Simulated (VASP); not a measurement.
Band structure of Bi (relaxed from the simple-cubic structure, space group Pm-3m). Level of theory: PBEsol GGA, VASP's PBE PAW potentials (set 64) (plane waves; VASP).

Unless said otherwise, spin-orbit coupling is left out, though it shifts the bands of the heavy elements here.

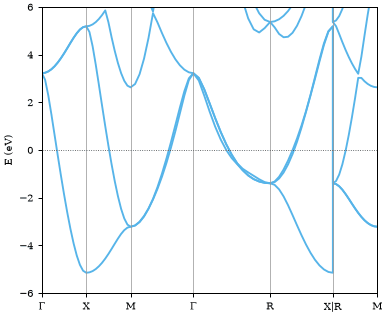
*Bands along high-symmetry lines, zero at the valence-band maximum or, without a gap, the Fermi level*

### Question
Read the plot: is there a gap, and where are the band edges?

### Answer
It has no gap at this level: it comes out as a metal or semimetal. (Edges off the drawn lines would not show.)

The structure was generated: Bi was put into the simple-cubic type (Pm-3m), which need not be its known phase. It was relaxed first, which changed the volume by -6 %.
